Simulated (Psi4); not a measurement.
# AlH2ClO (SMILES [OH][AlH][Cl]): wB97M-V/aug-cc-pVDZ

What is the vertical ionisation energy of AlH2ClO at wB97M-V/aug-cc-pVDZ? 

The results are computed with Psi4 1.11.

2 further runs of the same task are left out: 2 set aside as unsound or not needed.

### Step 1. The structure to begin with

The species is AlH2ClO (5 atoms), meant as a singlet with charge 0. As SMILES, `[OH][AlH][Cl]`. The coordinates come from a PBE0-D4/def2-TZVP relaxation. This is one conformer, not always the lowest.

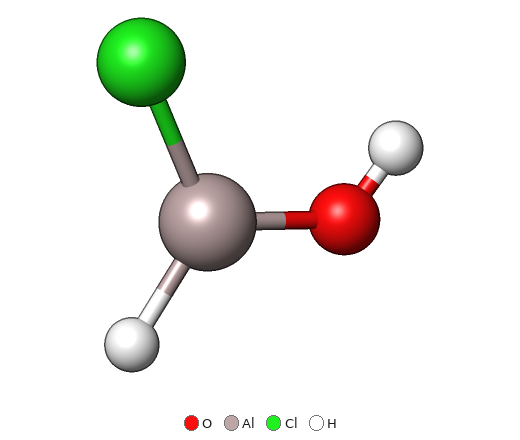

Viewed from a chosen angle; oxygen red, aluminium light grey, chlorine green, hydrogen white.

### Step 2. A single-point energy at wB97M-V/aug-cc-pVDZ

calc.in reads:

```
memory 1.6 GB

molecule {
  0 1
  O     -1.110100     0.370900    -0.514400
  Al     0.431000     0.184900     0.137500
  Cl     1.114900    -1.725400     0.662800
  H     -1.719500    -0.349100    -0.669500
  H      1.333500     1.445000     0.342200
  units angstrom
  symmetry c1
  no_reorient
  no_com
}

set {
  basis aug-cc-pVDZ
  reference rks
  puream true
  e_convergence 1e-09
  d_convergence 1e-08
  scf_type pk
  dft_radial_points 99
  dft_spherical_points 590
}

result, w = energy('wb97m-v', return_wfn=True)
```

On the command line:

```
$ psi4 calc.in calc.out -n 1
```

calc.out:

```text
[...]
  Running in c1 symmetry.
[...]
  Nuclear repulsion =  129.301590769676494
[...]
  Multiplicity = 1
[...]
  Nalpha       = 20
  Nbeta        = 20
[...]
    Number of basis functions: 95
[...]
   @RKS iter   1:  -778.94402801280876   -5.91679e-01   7.25494e-03 DIIS/ADIIS
[...]
   @RKS iter  11:  -779.13221175096373   -6.70752e-12   3.73627e-09 DIIS
[...]
    Orbital Energies [Eh]
    ---------------------
    Doubly Occupied:
       1A   -101.873543     2A    -56.366794     3A    -19.357215
       4A     -9.640990     5A     -7.341928     6A     -7.338527
       7A     -7.337858     8A     -4.337726     9A     -2.854205
      10A     -2.850761    11A     -2.847628    12A     -1.122806
      13A     -0.938149    14A     -0.632994    15A     -0.526643
      16A     -0.472469    17A     -0.456337    18A     -0.440109
      19A     -0.431805    20A     -0.420162
[...]
  @RKS Final Energy:  -779.13221175096373
   => Energetics <=
    Nuclear Repulsion Energy =            129.3015907696764941
    One-Electron Energy =               -1334.9437542838645641
    Two-Electron Energy =                 469.1195423820123551
    DFT Exchange-Correlation Energy =     -42.7764754707223389
    Empirical Dispersion Energy =           0.0000000000000000
    VV10 Nonlocal Energy =                  0.1668848519341991
    Total Energy =                       -779.1322117509637337
[...]
 Multipole Moments:
 ------------------------------------------------------------------------------------
     Multipole            Electronic (a.u.)      Nuclear  (a.u.)        Total (a.u.)
 ------------------------------------------------------------------------------------
 L = 1.  Multiply by 2.5417464519 to convert [e a0] to [Debye]
 Dipole X            :        -29.1391909           28.8929676           -0.2462233
 Dipole Y            :         43.2106404          -43.2085879            0.0020525
 Dipole Z            :        -16.3757538           16.2754552           -0.1002986
 Magnitude           :                                                    0.2658758
[...]
```

Wall time 53 s (1 thread of Intel Xeon 6975P-C (Granite Rapids), shared host); peak memory 0.99 GiB.

### Step 3. The doublet cation at the same level

alclh2o.xyz reads:

```xyz
5
AlClH2O
O     -1.110100     0.370900    -0.514400
Al     0.431000     0.184900     0.137500
Cl     1.114900    -1.725400     0.662800
H     -1.719500    -0.349100    -0.669500
H      1.333500     1.445000     0.342200
```

alclh2o.py reads:

```python
import psi4

psi4.set_memory('1600 MB')
psi4.set_num_threads(1)
psi4.set_output_file('run.log', False)

with open('alclh2o.xyz') as f:
    atoms = ''.join(f.readlines()[2:])
mol = psi4.geometry('1 2\n' + atoms + 'symmetry c1')

psi4.set_options({
    'reference': 'uks',
    'puream': True,
    'e_convergence': 1e-09,
    'd_convergence': 1e-08,
    'scf_type': 'pk',
    'dft_radial_points': 99,
    'dft_spherical_points': 590,
    'maxiter': 200,
})

energy_value, wavefunction = psi4.energy('wb97m-v/aug-cc-pVDZ', molecule=mol, return_wfn=True)
print(f'wb97m-v/aug-cc-pVDZ energy: {energy_value:.10f} Eh')
```

On the command line:

```
$ python alclh2o.py
```

run.log:

```text
[...]
  Running in c1 symmetry.
[...]
  Nuclear repulsion =  129.301590769676494
[...]
  Multiplicity = 2
[...]
  Nalpha       = 20
  Nbeta        = 19
[...]
    Number of basis functions: 95
[...]
   @UKS iter   1:  -778.50454604017614   -1.52197e-01   7.07927e-03 DIIS/ADIIS
[...]
   @UKS iter  21:  -778.69874621447889   -5.45697e-12   4.92996e-09 DIIS
[...]
   @S^2 Observed:                7.596276121E-01
[...]
    Orbital Energies [Eh]
    ---------------------
    Alpha Occupied:
       1A   -102.197173     2A    -56.615501     3A    -19.580480
       4A     -9.961069     5A     -7.670826     6A     -7.658241
       7A     -7.654497     8A     -4.585420     9A     -3.100852
      10A     -3.099155    11A     -3.095797    12A     -1.340736
      13A     -1.243623    14A     -0.852252    15A     -0.794627
      16A     -0.753522    17A     -0.722642    18A     -0.697241
      19A     -0.681992    20A     -0.660748
    Alpha Virtual:
      21A     -0.178931    22A     -0.169177    23A     -0.120607
      24A     -0.103775    25A     -0.090490    26A     -0.079042
[...]
  @UKS Final Energy:  -778.69874621447889
   => Energetics <=
    Nuclear Repulsion Energy =            129.3015907696764941
    One-Electron Energy =               -1324.3377444640864269
    Two-Electron Energy =                 458.7797976234197677
    DFT Exchange-Correlation Energy =     -42.6064914045827265
    Empirical Dispersion Energy =           0.0000000000000000
    VV10 Nonlocal Energy =                  0.1641012610939828
    Total Energy =                       -778.6987462144788879
[...]
 Multipole Moments:
 ------------------------------------------------------------------------------------
     Multipole            Electronic (a.u.)      Nuclear  (a.u.)        Total (a.u.)
 ------------------------------------------------------------------------------------
 L = 1.  Multiply by 2.5417464519 to convert [e a0] to [Debye]
 Dipole X            :          2.1335331           -1.8025124            0.3310207
 Dipole Y            :         -2.4109238            2.4594517            0.0485279
 Dipole Z            :          1.1808461           -1.0520314            0.1288147
 Magnitude           :                                                    0.3585009
[...]
```

On the terminal:

```text
wb97m-v/aug-cc-pVDZ energy: -778.6987462145 Eh
```

Wall time 1.7 min (1 thread of Intel Xeon 6975P-C (Granite Rapids), shared host); peak memory 0.98 GiB.

### Step 4. Outcome

Level: wB97M-V/aug-cc-pVDZ.

```
                                          quantity          value
                     singlet AlH2ClO: total energy  -779.13221 Eh
                    singlet AlH2ClO: dipole moment         0.68 D
                      singlet AlH2ClO: HOMO energy      -11.43 eV
                      singlet AlH2ClO: LUMO energy        0.20 eV
                    singlet AlH2ClO: HOMO–LUMO gap       11.63 eV
                      doublet cation: total energy  -778.69875 Eh
doublet cation: HOMO energy (highest over α and β)      -17.84 eV
 doublet cation: LUMO energy (lowest over α and β)      -12.16 eV
                              doublet cation: ⟨S²⟩          0.760
vertical ionisation energy (to the doublet cation)      11.795 eV
```

The vertical ionisation energy comes to 11.80 eV (1138 kJ/mol). The negative HOMO energy of the first species, 11.43 eV, lies 0.36 eV below that difference.
